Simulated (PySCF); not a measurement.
System: C$_{5}$H$_{6}$BBr (SMILES B[C@]1(C=C)C=C1Br).

Input

```
{"job": {"kind": "uv", "xc": "wB97X-D", "basis": "def2-SVPD", "nstates": 8, "ntriplets": 3}, "charge": 0, "multiplicity": 1}
B      0.878014     1.468354    -1.076692
C      0.306020     0.336070    -0.203076
C     -1.159604     0.186827    -0.014658
C     -1.745349    -0.697528     0.777655
C      1.188039    -0.255891     0.941844
C      1.114198    -0.975844    -0.120623
Br     1.466528    -2.498661    -1.085246
H      0.168493     2.211695    -1.631856
H      2.038101     1.567875    -1.187117
H     -1.762297     0.874235    -0.591787
H     -2.815912    -0.756146     0.868252
H     -1.181344    -1.400675     1.370054
H      1.500725    -0.059825     1.935521
```

Command:

```sh
OMP_NUM_THREADS=1 python probes_run.py task.json out
```

Geometry: GFN2-xTB.

These are results of wB97X-D/def2-SVPD, SCF density, gas phase (PySCF 2.14.0), not measurements.

Predict the electron density and electron localisation function between the atoms.

C–B (1.54 Å): the density is about 1.5 e/Å³ at the midpoint; the ELF peaks at about 1 between the atoms; a covalent bond.
C–H (1.08 Å): ρ at the midpoint is about 2 e/Å³; the ELF climbs to about 1 towards the hydrogen, as it does in any bond to H; an ordinary covalent bond to hydrogen.
C–C (1.49 Å): ρ at the midpoint is about 1.8 e/Å³; the ELF peaks at about 0.95 between the atoms: localised, covalent bonding.
B–H (1.17 Å): ρ at the midpoint is about 1.3 e/Å³; the ELF climbs to about 1 towards the hydrogen; an ordinary covalent bond to hydrogen.

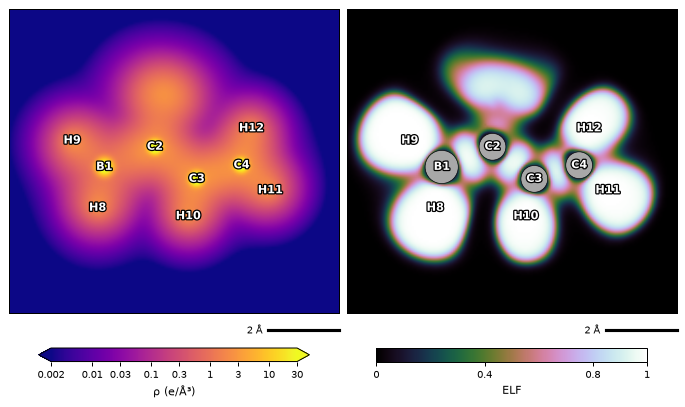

Computed electron density and electron localisation function on the plane of atoms B1, C2 and C3, in this order. Grey discs cover the atomic cores in the ELF map. 
